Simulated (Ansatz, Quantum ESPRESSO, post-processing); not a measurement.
# Ballistic transmission: vacuum gap of 6.0 Å between two Au(100) faces, part 3 of 3

How well does the junction conduct in the ballistic limit? It is: vacuum gap of 6.0 Å between two Au(100) faces.

Quantum ESPRESSO 7.5; plane-wave DFT, PBE, JTH PAW pseudopotentials; cross-check by Ansatz 0.2.0 with PAW datasets.

So far. Step 2 (SCF with pw.x): The run needed 17 iterations to bring the estimated error under 1e-07 Ry; the largest force on any atom, held or free, is 0.12 eV/Å. Step 3 (Transmission with pwcond.x): At no point does T exceed the number of channels.

## (4) The open system, with nz1 = 1

Level of this step: transmission by pwcond, lead and junction from one cell; plane-wave DFT, PBE, JTH PAW pseudopotentials (Quantum ESPRESSO).

A sensitivity test on the input.

The input, cond.w.in:

```
&inputcond
  outdir = './out'
  prefixt = 'scf'
  tran_file = 'cond.w.dat'
  bdl = 2.8284271247
  bds = 9.8130142511
  ikind = 1
  ewind = 4.0
  epsproj = 1e-05
  nz1 = 1
  energy0 = 0.4
  denergy = -0.4
/
21
  0.00000000 0.00000000 0.01000000
  0.00000000 0.10000000 0.04000000
  0.00000000 0.20000000 0.04000000
  0.00000000 0.30000000 0.04000000
  0.00000000 0.40000000 0.04000000
  0.00000000 0.50000000 0.02000000
  0.10000000 0.10000000 0.04000000
  0.10000000 0.20000000 0.08000000
  0.10000000 0.30000000 0.08000000
  0.10000000 0.40000000 0.08000000
  0.10000000 0.50000000 0.04000000
  0.20000000 0.20000000 0.04000000
  0.20000000 0.30000000 0.08000000
  0.20000000 0.40000000 0.08000000
  0.20000000 0.50000000 0.04000000
  0.30000000 0.30000000 0.04000000
  0.30000000 0.40000000 0.08000000
  0.30000000 0.50000000 0.04000000
  0.40000000 0.40000000 0.04000000
  0.40000000 0.50000000 0.04000000
  0.50000000 0.50000000 0.01000000
3
```

The run is started by

```bash
OMP_NUM_THREADS=1 mpirun -n 4 pwcond.x -in cond.w.in > cond.w.out
```

Numbers of over 12 decimals in the logs are rounded to 6 here.

The program printed:

```text
[banner, memory and clock lines left out]
Program PWCOND v.7.5 starts
[citation notice left out]

[...]
./out/scf.save/
     file Au.GGA_PBE-JTH.UPF: wavefunction(s)  6S 0S 6P 0P 5D 0D renormalized

     IMPORTANT: XC functional enforced from input :
     Exchange-correlation= PBE
                           (   1   4   3   4   0   0   0)
     Any further DFT definition will be discarded
     Please, verify this is what you really want

     Reading collected, re-writing distributed wavefunctions

===== INPUT FILE containing all the regions =====

     GEOMETRY:

     lattice parameter (alat)  =       5.5721  a.u.
     the volume                =    1697.7049 (a.u.)^3
     the cross section         =      31.0484 (a.u.)^2
     l of the unit cell        =       9.8130 (alat)
     number of atoms/cell      =           12
     number of atomic types    =            1

     crystal axes: (cart. coord. in units of alat)
               a(1) = (  1.0000  0.0000  0.0000 )
               a(2) = (  0.0000  1.0000  0.0000 )
               a(3) = (  0.0000  0.0000  9.8130 )

   Cartesian axes

     site n.     atom                  positions (alat units)
          1        Au     tau(  1)=(  0.0000  0.0000  9.8130  )
          2        Au     tau(  2)=(  0.5000  0.5000  0.7071  )
          3        Au     tau(  3)=(  0.0000  0.0000  1.4142  )
          4        Au     tau(  4)=(  0.5000  0.5000  2.1213  )
          5        Au     tau(  5)=(  0.0000  0.0000  2.8284  )
          6        Au     tau(  6)=(  0.5000  0.5000  3.5355  )
          7        Au     tau(  7)=(  0.0000  0.0000  5.5704  )
          8        Au     tau(  8)=(  0.5000  0.5000  6.2775  )
          9        Au     tau(  9)=(  0.0000  0.0000  6.9846  )
         10        Au     tau( 10)=(  0.5000  0.5000  7.6917  )
         11        Au     tau( 11)=(  0.0000  0.0000  8.3988  )
         12        Au     tau( 12)=(  0.5000  0.5000  9.1059  )

     nr1s                      =           24
     nr2s                      =           24
     nr3s                      =          240
     nr1sx                     =           24
     nr2sx                     =           24
     nr3sx                     =          240
     nr1                       =           36
     nr2                       =           36
     nr3                       =          360
     nr1x                      =           36
     nr2x                      =           36
     nr3x                      =          360

 _______________________________
  Radii of nonlocal spheres:

     type       ibeta     ang. mom.          radius (alat units)
       Au         1         0                    0.4551
       Au         2         0                    0.4551
       Au         3         1                    0.4551
       Au         4         1                    0.4551
       Au         5         2                    0.4551
       Au         6         2                    0.4551
----- General information -----

--- T calc. with identical leads (ikind=1) ---

     nrx                       =           24
     nry                       =           24
     nz1                       =            1

     energy0               =         4.0E-01
     denergy               =        -4.0E-01
     nenergy               =          3
     ecut2d                =         4.5E+01
     ewind                 =         4.0E+00
     epsproj               =         1.0E-05

     number of k_|| points=   21
                       cryst. coord.
        k(    1) = (   0.0000000   0.0000000), wk =   0.0100000
        k(    2) = (   0.0000000   0.1000000), wk =   0.0400000
[...]
k(   21) = (   0.5000000   0.5000000), wk =   0.0100000
----- Information about left/right lead -----

     nocros                   =           18
     noins                    =           54
     norb                     =           90
     norbf                    =          162
     nrz                      =           69

      iorb      type   ibeta   ang. mom.   m       position (alat)
        1        1       1        0        1   taunew(   1)=(  0.0000  0.0000  0.0000)
        2        1       2        0        1   taunew(   2)=(  0.0000  0.0000  0.0000)
[...]
90        1       6        2        5   taunew(  90)=(  0.0000  0.0000  2.8284)
----- Information about scattering region -----

     noins                    =          126
     norb                     =          162
     norbf                    =          162
     nrz                      =          171

      iorb      type   ibeta   ang. mom.   m       position (alat)
        1        1       1        0        1   taunew(   1)=(  0.0000  0.0000  0.0000)
        2        1       2        0        1   taunew(   2)=(  0.0000  0.0000  0.0000)
[...]
162        1       6        2        5   taunew( 162)=(  0.0000  0.0000  6.9846)
 ngper, shell number =          109          18
 ngper, n2d =          109          55
---  E-Ef =    0.4000000  k =    0.0000000   0.0000000
---  ie =          1  ik =          1
 Nchannels of the left tip =            1
 Right moving states:
   k1(2pi/a)   k2(2pi/a)   E-Ef (eV)
  -0.2087732  -0.0000186   0.4000000
 Left moving states:
   k1(2pi/a)   k2(2pi/a)   E-Ef (eV)
   0.2087732  -0.0000186   0.4000000

 to transmit
 Band j to band i transmissions and reflections:
    j         i     |T_ij|^2    |R_ij|^2

    1 -->     1     0.06140     0.93860
   Total T_j, R_j =    0.06140  0.93860

E-Ef(ev), T(x2 spins) =    0.4000000   0.1228011
---  E-Ef =    0.0000000  k =    0.0000000   0.0000000
---  ie =          2  ik =          1
 Nchannels of the left tip =            1
 Right moving states:
   k1(2pi/a)   k2(2pi/a)   E-Ef (eV)
  -0.2668598  -0.0000187   0.0000000
 Left moving states:
   k1(2pi/a)   k2(2pi/a)   E-Ef (eV)
   0.2668598  -0.0000187   0.0000000

 to transmit
 Band j to band i transmissions and reflections:
    j         i     |T_ij|^2    |R_ij|^2

    1 -->     1     0.03430     0.96570
   Total T_j, R_j =    0.03430  0.96570

E-Ef(ev), T(x2 spins) =    0.0000000   0.0685921
---  E-Ef =   -0.4000000  k =    0.0000000   0.0000000
---  ie =          3  ik =          1
 Nchannels of the left tip =            1
 Right moving states:
   k1(2pi/a)   k2(2pi/a)   E-Ef (eV)
  -0.3223914  -0.0000189  -0.4000000
 Left moving states:
   k1(2pi/a)   k2(2pi/a)   E-Ef (eV)
   0.3223914  -0.0000189  -0.4000000

 to transmit
 Band j to band i transmissions and reflections:
    j         i     |T_ij|^2    |R_ij|^2

    1 -->     1     0.02111     0.97889
   Total T_j, R_j =    0.02111  0.97889

E-Ef(ev), T(x2 spins) =   -0.4000000   0.0422262
 ngper, shell number =          110          57
 ngper, n2d =          110          57
[... further energies and points left out ...]
---  E-Ef =    0.4000000  k =    0.5000000   0.5000000
---  ie =          1  ik =         21
 Nchannels of the left tip =            0
 Right moving states:
   k1(2pi/a)   k2(2pi/a)   E-Ef (eV)
 Left moving states:
   k1(2pi/a)   k2(2pi/a)   E-Ef (eV)

 to transmit
          E-Ef(ev), T =    0.4000000   0.0000000
---  E-Ef =    0.0000000  k =    0.5000000   0.5000000
---  ie =          2  ik =         21
 Nchannels of the left tip =            0
 Right moving states:
   k1(2pi/a)   k2(2pi/a)   E-Ef (eV)
 Left moving states:
   k1(2pi/a)   k2(2pi/a)   E-Ef (eV)

 to transmit
          E-Ef(ev), T =    0.0000000   0.0000000
---  E-Ef =   -0.4000000  k =    0.5000000   0.5000000
---  ie =          3  ik =         21
 Nchannels of the left tip =            0
 Right moving states:
   k1(2pi/a)   k2(2pi/a)   E-Ef (eV)
 Left moving states:
   k1(2pi/a)   k2(2pi/a)   E-Ef (eV)

 to transmit
          E-Ef(ev), T =   -0.4000000   0.0000000
   T_tot     0.40000      0.12053E-01
   T_tot     0.00000      0.84613E-02
   T_tot    -0.40000      0.62214E-02

[...]
```

Run time: 33 s. Hardware: 4 MPI ranks of Intel Xeon 6975P-C (Granite Rapids), shared host; peak memory 0.31 GiB.

The changed values were drawn from a wide range, not chosen for quality; the comparison shows what they did here together.

Beside the run it was changed from:

```
                                  quantity  this run  unchanged run  difference
 transmission at the Fermi level, one spin  0.004231       0.004136      9.5e-5
lead channels at the Fermi level, one spin      0.85           0.89      -0.040
                             wall time (s)        33             62
```

Over all energies T moves by up to 1.5e-4, at 0.4 eV.

The physical values in this table move by up to 4.5 %.

## (5) The same in Ansatz

As a check, the same structure is run in Ansatz.

Level of this step: plane-wave DFT, PBE, Ansatz PAW (Ansatz 0.2.0).

The input, input.yaml:

```yaml
crystal:
  lattice:
    - [2.9486352775, 0.0, 0.0]
    - [0.0, 2.9486352775, 0.0]
    - [0.0, 0.0, 28.935]
  atoms:
    - { symbol: Au, position: [0.0, 0.0, 0.0] }
    - { symbol: Au, position: [0.5, 0.5, 0.0720580612] }
    - { symbol: Au, position: [0.0, 0.0, 0.1441161223] }
    - { symbol: Au, position: [0.5, 0.5, 0.2161741835] }
    - { symbol: Au, position: [0.0, 0.0, 0.2882322447] }
    - { symbol: Au, position: [0.5, 0.5, 0.3602903059] }
    - { symbol: Au, position: [0.0, 0.0, 0.567651633] }
    - { symbol: Au, position: [0.5, 0.5, 0.6397096941] }
    - { symbol: Au, position: [0.0, 0.0, 0.7117677553] }
    - { symbol: Au, position: [0.5, 0.5, 0.7838258165] }
    - { symbol: Au, position: [0.0, 0.0, 0.8558838777] }
    - { symbol: Au, position: [0.5, 0.5, 0.9279419388] }
kpoints:
  mp_grid: { grid: [8, 8, 1] }
hamiltonian:
  xc: pbe
scf:
  occupations: { method: fermi_dirac, width: 0.1 }
  convergence: { dr2_threshold: 1.0e-08 }
output:
  transmission: { leads: [[0, 2]], e_range: [-0.4, 0.4], de: 0.4, kmesh: [10, 10] }
  write_potential: true
  write_density: true
  volumetric_format: npy
```

The run is started by

```bash
ansatz run input.yaml --threads 4 --pin off --max-ram 8192MiB --backend cpu --events-out ev --progress --plain --runs-dir out
```

The program printed:

```text
Engine: ansatz 0.2.0, x86_64-unknown-linux-gnu
Pseudopotentials: kind: paw
Pseudopotential: Au, paw, valence charge 19, recommended cutoff 420 eV (normal), Au.paw.azcp
Functional definition: PBE
  parameter kappa = 0.804
  parameter beta = 0.066725
  exchange = pbe_x(kappa = kappa, mu = beta*pi^2/3)
  correlation = pbe_c(beta = beta)
Crystal: 12 atoms, lattice volume = 251.574 Å³
Basis set: ecut = 420 eV, 4821 PW (Γ)
Bands: 137, of which v1, the nominal top of the filled ones, is band 114 counted from 1 (113 counted from 0)
Symmetry: 16 space group operations
Space group: P4/nmm (ITA 129), of the structure as read, at distance tolerance 6.3e-5 Å
k-points: 15 of 64
Non-local potential: Au, projectors of the file, l = 0: 3, l = 1: 2, l = 2: 2, l = 3: 1
PAW form: soft (Blöchl's): semilocal exchange-correlation on the pseudo side does not see the compensation charge
PAW one-centre angular grid: Au, 590 points (default); XC on 64 Gauss nodes
Initial density: superposition of atomic densities (neutral atoms: chi_scale 0, normalization atom), corrected by the library's trained network
Initial wavefunctions: pseudopotential atomic-orbital guess
Functional: x = pbe(κ = 0.804, μ = 0.219515), c = pbe(β = 0.066725)
SCF iter   1: F=—  HF=-157790.996544 eV  |F-HF|=—  |Δ(HF+E_count)|=         —  Δρ=4.32e-3  dr2=3.56e0  ethr=1.77e-3  ⟨swp⟩=5.3  Hψ=6993  notcnv=0  defer=106
preconditioner: auto → LDOS  [metal: Δε(μ)=0.065 eV  Ē_g=9.628 eV  σ=0.100 eV  W_gap=0.16  n_scr=84 (ndim 8)  ℏωp=26.9 eV  f_vac=0.116  D(μ)=4.25/eV (n_scr^D=16)  β→1.0]
SCF iter   2: F=—  HF=-157790.929562 eV  |F-HF|=—  |Δ(HF+E_count)|=   6.70e-2  Δρ=2.23e-3  dr2=4.34e-2  ethr=1.56e-3  ⟨swp⟩=1.4  Hψ=2388  notcnv=0  defer=117
SCF iter   3: F=—  HF=-157790.923493 eV  |F-HF|=—  |Δ(HF+E_count)|=   6.07e-3  Δρ=1.06e-3  dr2=7.02e-3  ethr=1.90e-5  ⟨swp⟩=2.3  Hψ=3056  notcnv=0  defer=125
SCF iter   4: F=—  HF=-157790.922099 eV  |F-HF|=—  |Δ(HF+E_count)|=   1.39e-3  Δρ=2.77e-4  dr2=3.41e-4  ethr=3.08e-6  ⟨swp⟩=2.3  Hψ=2962  notcnv=0  defer=125
SCF iter   5: F=—  HF=-157790.922038 eV  |F-HF|=—  |Δ(HF+E_count)|=   6.12e-5  Δρ=6.04e-5  dr2=1.07e-5  ethr=1.49e-7  ⟨swp⟩=2.4  Hψ=2854  notcnv=0  defer=125
SCF iter   6: F=—  HF=-157790.921276 eV  |F-HF|=—  |Δ(HF+E_count)|=   7.62e-4  Δρ=2.30e-5  dr2=2.02e-6  ethr=4.71e-9  ⟨swp⟩=2.4  Hψ=3106  notcnv=0  defer=123
SCF iter   7: F=—  HF=-157790.921276 eV  |F-HF|=—  |Δ(HF+E_count)|=   1.64e-7  Δρ=5.57e-6  dr2=7.05e-8  ethr=8.86e-10  ⟨swp⟩=2.0  Hψ=2856  notcnv=0  defer=123
SCF iter   8: F=-157790.921276 eV  HF=-157790.921276 eV  |F-HF|=3.61e-9  |Δ(HF+E_count)|=   4.49e-8  Δρ=1.65e-6  dr2=9.90e-9  ethr=4.39e-12  ⟨swp⟩=11.3  Hψ=8429  notcnv=0
SCF 1 converged in 8 iterations: F = -157790.921276 eV  dr2 = 9.90e-9
  greatest PAW one-centre occupation: 1.000 electrons in one spin orbital (limit 2), on the Au atom at site 8 (counted from 0), in its partial waves of l = 0
transmission: 92 of 903 steps passed
transmission: 181 of 903 steps passed
[...]
transmission: 903 of 903 steps passed
SCF converged after 8 iterations
Free energy (F): -157790.921276 eV
Harris-Foulkes:  -157790.921276 eV  (|F-HF|=3.61e-9)
Internal energy: -157790.788005 eV  (E = F + TS)
E sigma→0 (E₀):  -157790.854641 eV
Entropy (-TS):   -0.133271 eV (-11.106 meV/atom)
Fermi energy:    15.706668 eV
--- Per-component energies (eV) ---
  E_band       = -3526.823965
  E_kinetic    = 7246.651594
  E_local      = -70842.940858  (includes V_loc(G=0)·N_el)
  E_nonlocal   = 893.696065
  E_hartree    = 33404.769090
  E_xc         = -2728.578956
  E_vxc        = -3292.262206  (∫ρ·V_xc dr)
  E_paw        = -116482.140222  (= ΣΔE_a)
  E_vpaw       = -4341.516999  (= ΣTr[D̂ρ^β])
  E_aug_tail   = 0.016622  (compensation charges beyond the density's cutoff)
  E_ewald      = -9282.261342
  E_smearing   = -0.133271  (= −TS)
  E_closure    = -0.000000  (closes the sum)
  Σ components = -157790.921276   (vs F -157790.921276, Δ=0.00e0)
--- Band table (eV; the first three rows and the last of 15) ---
  k-point 0: bands = [... 110 lower, 13.7402, 13.8261, 13.8270, 13.9377, 13.9377, 14.0368, 14.0368, 14.5069, ... 19 higher]
  k-point 1: bands = [... 110 lower, 13.6917, 13.7893, 13.8924, 13.8963, 13.9713, 13.9802, 14.5362, 15.4928, ... 19 higher]
  k-point 2: bands = [... 110 lower, 13.7993, 13.8155, 13.8823, 13.8855, 14.0238, 14.8395, 15.7266, 16.8368, ... 19 higher]
  k-point 14: bands = [... 110 lower, 17.6894, 17.6894, 18.4597, 18.4597, 19.3396, 19.3396, 20.1533, 20.1533, ... 19 higher]
--- Transmission ---
  basis      : 69 plane waves across, 43 finite elements along
  points     : 21, standing for a mesh of 10 x 10
  energies   : 3 from -0.400000 to 0.400000 eV about the Fermi level, 0.400000 eV apart; the leads are filled to 0.000000 eV, and channels, transmission and decay are at 0.000000 eV
  crystal 0  : Au2, at the sites [0, 2], period 4.1700 Å, over 25.02 Å; its Hamiltonian steps by up to 6.2 meV
    offset         : up to 0.0000 Å between an atom of the period and one for which it stands
    channels       : 9.700000e-1 a spin
    conductance    : none, the energies end too early or step too widely for 300 K: set another output.transmission.e_range or a lower de, or, where they end at an eighth of basis.ecutwfc, a higher one
    slowest decay  : 0.1655 /Å at (0.5000, 0.3000)
  junction   : crystal 0 to crystal 0, -0.34 to 24.42 Å
    transmission   : 4.285858e-3 a spin
    conductance    : none, the energies end too early or step too widely for 300 K: set another output.transmission.e_range or a lower de, or, where they end at an eighth of basis.ecutwfc, a higher one
```

The job ended after 11 s (4 threads; peak memory 1.2 GiB; 37 s of CPU time).

Numbers from this step:

```
free energy                                  : -157790.9213 eV
energy at zero smearing                      : -157790.8546 eV
smearing term TS                             : 0.1333 eV
Fermi energy                                 : 15.71 eV
symmetry operations                          : 16
transmission at the Fermi level, one spin    : 0.004286
lead channels at the Fermi level, one spin   : 0.97
step of the lead's Hamiltonian over a period : 6.2 meV
```

Per spin; mean over the k mesh across the current. Table of transmission, zone mean by energy, zero at the Fermi level:

| energy (eV) | transmission, zone mean |
| --- | --- |
| -0.400 | 0.00310 |
| 0.000 | 0.00429 |
| 0.400 | 0.00624 |

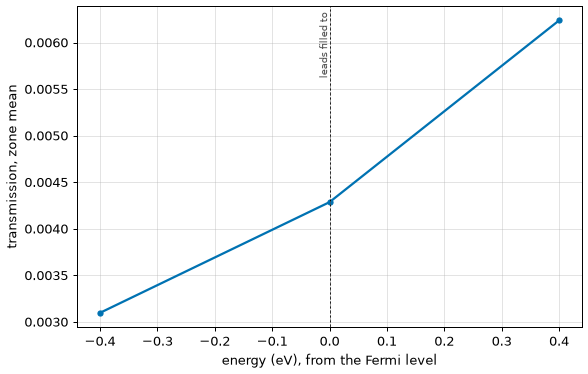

Transmission, zone mean, plotted against energy.

Per spin; mean over the k mesh across the current. Open channels, zone mean against energy, zero at the Fermi level:

```
energy (eV)  open channels, zone mean
     -0.400                      0.85
      0.000                      0.97
      0.400                      0.97
```

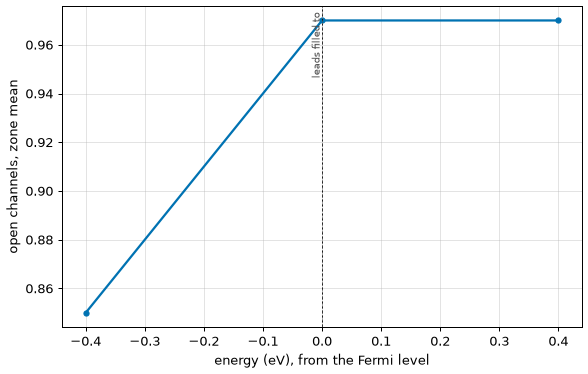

Open channels, zone mean, plotted against energy.

Ansatz finds T = 0.00429 against pwcond's 0.00414.

## (6) All levels side by side

All levels:

```csv
step,T at the Fermi level (per spin),conductance (G0),r.m.s. T(E) from the first,CPU time of the step (s),peak memory (GiB)
Ansatz,0.004286,-,0,36.65,1.153
pwcond,0.004136,0.004136,2.32e-4,245.9,0.75
"pwcond, changed setting",0.004231,0.004231,1.26e-4,132.4,0.31
```

Per spin; mean over the k mesh across the current. Transmission, zone mean against energy, zero at the Fermi level:

```csv
energy (eV),Ansatz,pwcond,"pwcond, changed setting"
-0.400,0.00310,0.00299,0.00311
0.000,0.00429,0.00414,0.00423
0.400,0.00624,0.00588,0.00603
```

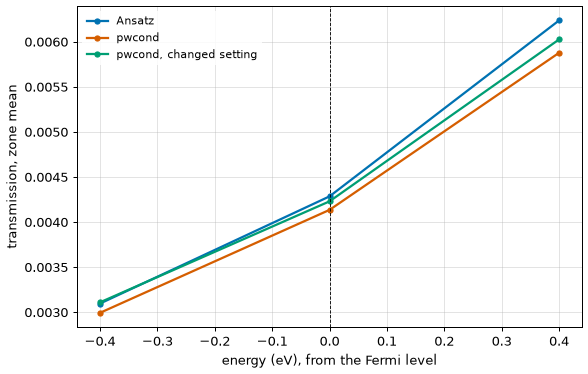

Transmission, zone mean, plotted against energy.

## (7) The arithmetic

The Landauer sum over the mesh, Σ w T = 0.0400 × 0.0234 + 0.0400 × 0.0164 + 0.0800 × 0.0081 + … = 0.004136.

G = 0.00414 × 77.48 µS = 0.32 µS a cell. Times the area of 8.694 Å², the resistance-area product is A/G = 271 fΩ m², the leads' contact resistance included.

Free electrons at 1 an atom (4 atoms in 72.5 Å³) have k_F = 1.178 1/Å and offer A k_F²/4π = 0.96 channels per spin; the lead has 0.89 on this mesh.

## (8) Summary of results

```
conductance from T at the Fermi level, a cell (G₀ = 2e²/h) : 0.00414 G₀
conductance per area                                       : 3.69 S/μm²
lead channels per spin                                     : 0.89
the same conductance by Ansatz                             : 0.00429 G₀
```

In words: The junction conducts 0.00414 G₀ a cell at the Fermi level (PBE, JTH PAW). At the Fermi level the junction passes 0.46 % of what the leads offer, the tunnelling regime. At the Fermi level pwcond and Ansatz differ by 3.5 %, a close match. The codes count unlike numbers of lead channels on 4 % of the mesh. Points with over 2.5 times the mean carry 57 % of T, so the mean leans on few points, and the mesh was not tested. Over -0.4 to 0.4 eV, T lies between 0.0030 and 0.0059 per spin. The geometry is as built, not relaxed, and the leads are short. Semilocal functionals lack the image potential in a vacuum gap. Spin-orbit coupling is left out; depending on the atoms that carry the levels of interest, it can split and shift them by tenths of an eV to an eV or more.

[Logs are printed without paths, hosts, clocks, repeated set-up lines and the standing remarks that a program may print on its own settings, such as how far it seeks lower states.]

[Hosts, paths, dates, database ids (printed as entryN), source tags and the programs' standing remarks are cut or masked in the printed files.]

[Maps of the electrostatic potential energy from Ansatz leave out the sawtooth potential of an applied field or a dipole correction, so their vacuum need not be flat; planar profiles and work functions include it.]
